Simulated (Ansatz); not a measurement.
# Σ5 (310) boundary in bcc Mo, starting shift (0.5, 0.5): structure and resistance, part 2 of 3

Aim: the relaxed structure and the specific resistance of the Σ5 (310) boundary in bcc Mo, starting shift (0.5, 0.5).

Ansatz 0.2.0; Ansatz plane-wave DFT, PBE, PAW files; relaxation of a bicrystal slab with its lowest layers held; PAW set soft_1 (the session's first sound run).

So far. Step 2 (Relaxing the bicrystal): The largest force component on a free atom ends at 0.027 eV/Å, under the tolerance of 0.03, after 10 steps.

### 3. Transmission across the boundary

This step: Ansatz plane-wave DFT, PBE, PAW files; ballistic transport by layer matching (Landauer), zero bias; boundary relaxed in a short slab, bulk layers laid on; PAW set soft_1 (Ansatz 0.2.0).

System of this step: Σ5 (310) boundary in bcc Mo, starting shift (0.5, 0.5). The cell holds 43 atoms: 43 Mo. Cell: a = 5.219 Å, b = 3.147 Å, c = 50.136 Å, α = 90.0°, β = 90.0°, γ = 72.5°. It derives from Mo. Regions: lower grain, 18 atoms (18 Mo); boundary, 11 atoms (11 Mo); upper grain, 14 atoms (14 Mo). Vacuum lies along c.

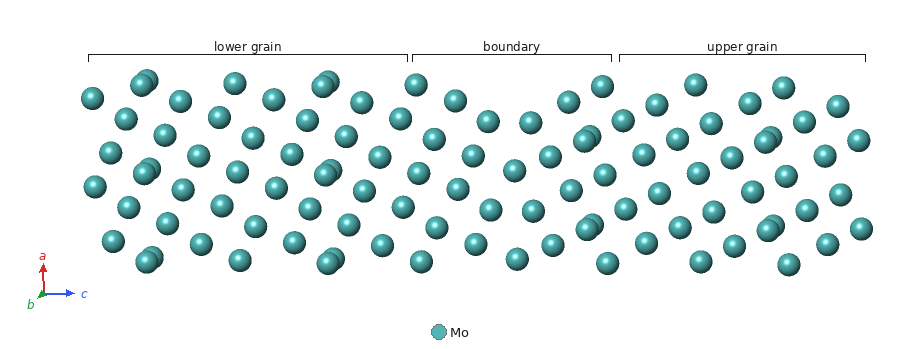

The cell of this step (molybdenum teal). 2×1×1 cells are drawn. Some periodic images of atoms are drawn too.

input.yaml

```yaml
crystal:
  lattice:
    - [5.2187091076, 0.0, 0.0]
    - [0.9488562014, 3.0005467684, 0.0]
    - [0.0, 0.0, 50.1362717099]
  atoms:
    - { symbol: Mo, position: [-9.2000000002, -6.8999999999, 0.0797825579] }
    - { symbol: Mo, position: [-8.8000000002, -6.5999999999, 0.0996318356] }
    - { symbol: Mo, position: [-8.4000000001, -6.2999999999, 0.1194811133] }
    - { symbol: Mo, position: [-8.0000000001, -5.9999999999, 0.139330391] }
    - { symbol: Mo, position: [-7.6000000001, -5.6999999999, 0.1591796687] }
    - { symbol: Mo, position: [-7.2000000001, -5.3999999999, 0.1790289464] }
    - { symbol: Mo, position: [-6.8000000001, -5.0999999999, 0.1988782241] }
    - { symbol: Mo, position: [-6.4000000001, -4.7999999999, 0.2187275017] }
    - { symbol: Mo, position: [-6.0000000001, -4.4999999999, 0.2385767794] }
    - { symbol: Mo, position: [-5.6000000001, -4.1999999999, 0.2584260571] }
    - { symbol: Mo, position: [-5.2000000001, -3.8999999999, 0.2782753348] }
    - { symbol: Mo, position: [-4.8000000001, -3.6, 0.2981246125] }
    - { symbol: Mo, position: [-4.4000000001, -3.3, 0.3179738902] }
    - { symbol: Mo, position: [-4.0, -3.0, 0.3378231679] }
    - { symbol: Mo, position: [-3.6, -2.7, 0.3576724456] }
    - { symbol: Mo, position: [-3.2, -2.4, 0.3775217233] }
    - { symbol: Mo, position: [-2.8, -2.1, 0.397371001] }
    - { symbol: Mo, position: [-2.4, -1.8, 0.4172202787] }
    - { symbol: Mo, position: [1.0, 0.5, 0.4370695564] }
    - { symbol: Mo, position: [0.4013958293, 0.7986766873, 0.4569124319] }
    - { symbol: Mo, position: [0.8020419239, 0.0975058755, 0.4772723729] }
    - { symbol: Mo, position: [0.1967472376, 0.4053407045, 0.4968004047] }
    - { symbol: Mo, position: [0.5994034375, 0.6703936253, 0.5158578351] }
    - { symbol: Mo, position: [0.0164008181, 0.1002582792, 0.5398872386] }
    - { symbol: Mo, position: [0.6038382112, 0.934885714, 0.5639534888] }
    - { symbol: Mo, position: [0.2020413435, 0.6061964669, 0.5823951434] }
    - { symbol: Mo, position: [0.8071545058, 0.3074147999, 0.6024914843] }
    - { symbol: Mo, position: [0.4042109277, 0.0075893746, 0.6227220026] }
    - { symbol: Mo, position: [0.007125064, 0.7048251053, 0.6423275544] }
    - { symbol: Mo, position: [-2.392874936, -1.5951748947, 0.6621768321] }
    - { symbol: Mo, position: [-2.792874936, -1.8951748947, 0.6820261098] }
    - { symbol: Mo, position: [-3.192874936, -2.1951748947, 0.7018753875] }
    - { symbol: Mo, position: [-3.592874936, -2.4951748947, 0.7217246652] }
    - { symbol: Mo, position: [-3.992874936, -2.7951748947, 0.7415739429] }
    - { symbol: Mo, position: [-4.3928749361, -3.0951748947, 0.7614232206] }
    - { symbol: Mo, position: [-4.7928749361, -3.3951748947, 0.7812724983] }
    - { symbol: Mo, position: [-5.1928749361, -3.6951748947, 0.8011217759] }
    - { symbol: Mo, position: [-5.5928749361, -3.9951748947, 0.8209710536] }
    - { symbol: Mo, position: [-5.9928749361, -4.2951748947, 0.8408203313] }
    - { symbol: Mo, position: [-6.3928749361, -4.5951748947, 0.860669609] }
    - { symbol: Mo, position: [-6.7928749361, -4.8951748947, 0.8805188867] }
    - { symbol: Mo, position: [-7.1928749361, -5.1951748947, 0.9003681644] }
    - { symbol: Mo, position: [-7.5928749361, -5.4951748947, 0.9202174421] }
kpoints:
  mp_grid: { grid: [8, 8, 1] }
hamiltonian:
  xc: pbe
  pseudopotentials: { kind: paw, azcp: { folder: soft_1 } }
scf:
  occupations: { method: fermi_dirac, width: 0.1 }
output:
  transmission:
    leads: [[10, 11], [34, 35]]
    kmesh: [20, 20]
    e_range: [-0.1, 0.1]
    de: 0.05
  write_potential: true
  write_density: true
  volumetric_format: npy
  elf: true
```

The run is started by

```
$ ansatz run input.yaml --threads 4 --pin off --max-ram 15360MiB --backend cpu --events-out ev --progress --plain --runs-dir out
```

Numbers of over 12 decimals in the logs are rounded to 6 here.

Log:

```text
[...]
Crystal: 43 atoms, lattice volume = 785.083 Å³
Basis set: ecut = 420 eV, 15447 PW (Γ)
Bands: 362, of which v1, the nominal top of the filled ones, is band 301 counted from 1 (300 counted from 0)
Symmetry: 1 space group operations
[...]
k-points: 34 of 64 (time reversal used)
[...]
SCF iter   1: F=—  HF=-213133.536921 eV  |F-HF|=—  |Δ(HF+E_count)|=         —  Δρ=1.00e-1  dr2=5.84e2  ethr=3.10e-3  ⟨swp⟩=6.0  Hψ=43005  notcnv=0
[...]
SCF iter  12: F=-213102.525874 eV  HF=-213102.525874 eV  |F-HF|=1.43e-8  |Δ(HF+E_count)|=   1.36e-7  Δρ=1.60e-6  dr2=5.43e-8  ethr=1.66e-11  ⟨swp⟩=14.0  Hψ=39622  notcnv=0
SCF 1 converged in 12 iterations: F = -213102.525874 eV  dr2 = 5.43e-8
[...]
transmission: 1274 of 12726 steps passed
transmission: 2546 of 12726 steps passed
[...]
transmission: 12726 of 12726 steps passed
WARN: The output density's exchange-correlation potential varies sharply where the density is thin. Do not read a vacuum level from v_tot or v_xc, or from such a field of the output density. On a cell that repeats whose density bears no net charge and no dipole along the vacuum's axis use v_es (v_loc + v_h of the components); under efield.dipole_correction with no amplitude use v_es + v_field, which holds any externa [...]
SCF converged after 12 iterations
Free energy (F): -213102.525874 eV
[...]
Internal energy: -213101.428609 eV  (E = F + TS)
E sigma→0 (E₀):  -213101.977242 eV
Entropy (-TS):   -1.097264 eV (-25.518 meV/atom)
Fermi energy:    17.502947 eV
[...]
--- Band table (eV; the first three rows and the last of 34) ---
  k-point 0: bands = [... 297 lower, 17.2538, 17.3089, 17.3488, 17.3740, 17.4141, 17.4370, 17.4802, 17.4845, ... 57 higher]
  k-point 1: bands = [... 297 lower, 16.9990, 17.1033, 17.1500, 17.2453, 17.3316, 17.3503, 17.4246, 17.4807, ... 57 higher]
  k-point 2: bands = [... 297 lower, 16.6430, 16.7337, 16.8406, 16.8547, 17.2870, 17.4115, 17.5710, 17.6338, ... 57 higher]
  k-point 33: bands = [... 297 lower, 17.7232, 17.7361, 17.7758, 17.8821, 17.9661, 18.0003, 18.0333, 18.0628, ... 57 higher]
--- Transmission ---
  basis      : 141 plane waves across, 63 finite elements along
  points     : 202, standing for a mesh of 20 x 20
  energies   : 5 from -0.100000 to 0.100000 eV about the Fermi level, 0.050000 eV apart; the leads are filled to 0.000000 eV, and channels, transmission and decay are at 0.000000 eV
  crystal 0  : Mo2, at the sites [10, 11], period 1.9903 Å, over 19.90 Å; its Hamiltonian steps by up to 8.7 meV
    offset         : up to 0.0000 Å between an atom of the period and one for which it stands
    channels       : 2.485000e0 a spin
    conductance    : none, the energies end too early or step too widely for 300 K: set another output.transmission.e_range or a lower de, or, where they end at an eighth of basis.ecutwfc, a higher one
    slowest decay  : 0.0229 /Å at (-0.1500, 0.3000)
[...]
channels       : 2.485000e0 a spin
[...]
slowest decay  : 0.0244 /Å at (0.4500, 0.3000)
  junction   : crystal 0 to crystal 1, 13.45 to 37.68 Å
    transmission   : 1.373936e0 a spin
[...]
```

The job ended after 22 min (4 threads of Arm Neoverse V2, shared host; peak memory 12 GiB; 83 min of CPU time).

Reading the cycles: dr2 is the Hartree energy of the density residual (eV), the measure of convergence; HF is the Harris–Foulkes estimate of the energy, which meets the free energy F at convergence.

This step gave:

```yaml
free_energy: -213102.5259 eV
energy_at_zero_smearing: -213101.9772 eV
fermi_energy: 17.50 eV
cell_area: 15.66 Å²
transmission_per_spin_nearest_the_fermi_level: 1.374
open_channels_per_spin_nearest_the_fermi_level: 2.485
open_channels_per_spin_upper_lead: 2.485
step_of_the_lead_s_potential: 8.7 meV
step_of_the_upper_lead_s_potential: 10.6 meV
```

Per spin. Transmission, zone mean against energy, zero at the Fermi level:

| energy (eV) | transmission, zone mean |
| --- | --- |
| -0.1000 | 1.35 |
| -0.0500 | 1.35 |
| 0.0000 | 1.37 |
| 0.0500 | 1.39 |
| 0.1000 | 1.43 |

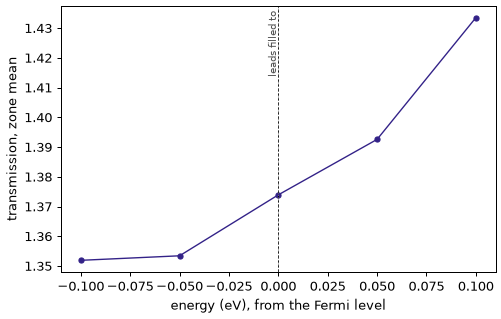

Transmission, zone mean against energy.

Per spin. Table of open channels, zone mean by energy, zero at the Fermi level:

| energy (eV) | lead | upper lead |
| --- | --- | --- |
| -0.1000 | 2.52 | 2.52 |
| -0.0500 | 2.50 | 2.50 |
| 0.0000 | 2.48 | 2.48 |
| 0.0500 | 2.58 | 2.57 |
| 0.1000 | 2.67 | 2.69 |

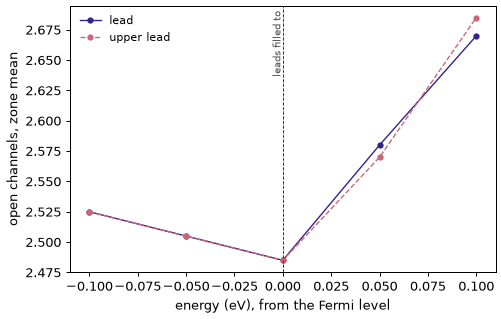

Open channels, zone mean, plotted against energy.

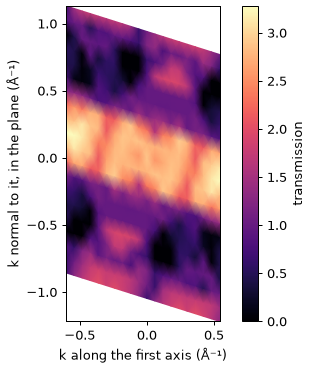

Transmission over k1 and k2. At 0.0000 eV from the Fermi level.

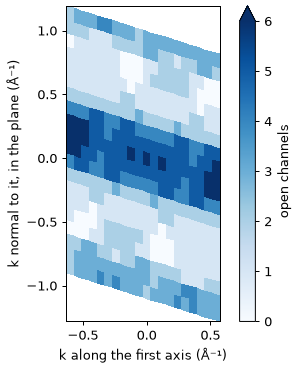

Open channels over k1 and k2. At 0.0000 eV from the Fermi level.

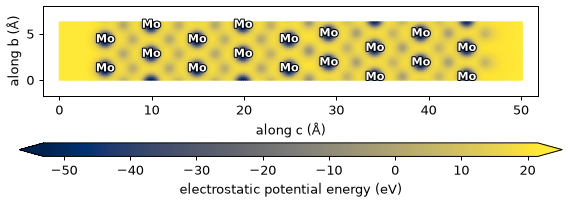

Electrostatic potential energy in the cb plane at fractional x = 0.197, with atoms of Mo within 0.2 Å of it. With pseudopotentials it is smooth inside the atoms' cores, unlike the true potential.

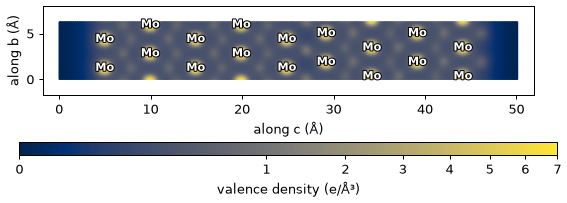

Valence density in the cb plane at fractional x = 0.197, with atoms of Mo within 0.2 Å of it. It is the smooth field of the valence electrons, not physical close to the nuclei. The colour scale is stretched toward low values.

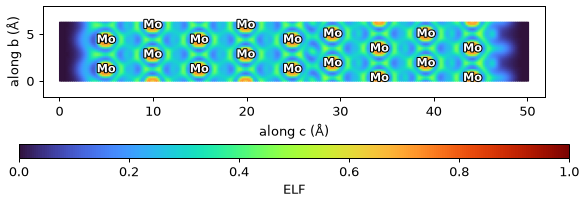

ELF in the cb plane at fractional x = 0.197, with atoms of Mo within 0.2 Å of it. It is the smooth field of the valence electrons, not physical close to the nuclei.

Over the solved energies the transmission per spin lies between 1.35 and 1.43, out of 2.55 channels of the lead on average (up to 2.67).

### 4. Specific resistance

This step: Ansatz plane-wave DFT, PBE, PAW files; ballistic transport by layer matching (Landauer), zero bias; specific resistance of the boundary; PAW set soft_1 (Ansatz 0.2.0).

Numbers from this step:

- area resistance: 0.6719 fΩ m²
- T over the leads' mean channel count: 0.5409

Averaged over the energies near the Fermi level, 54.1 % of the channels pass, which makes 0.672 fΩ m².

By hand, with T and the leads' channels N averaged over the energies near the Fermi level: RA = A (h/2e²)(1/T − ½[1/N₁ + 1/N₂]) = 15.66×10⁻²⁰ m² × 12 906 Ω × (1/1.381 − ½[1/2.553 + 1/2.554]) = 0.672 fΩ m².

[end of part 2 of 3]

[Logs are printed without paths, hosts, clocks, repeated set-up lines and the standing remarks that a program may print on its own settings, such as how far it seeks lower states.]

[Hosts, paths, dates, database ids (printed as entryN), source tags and the programs' standing remarks are cut or masked in the printed files.]
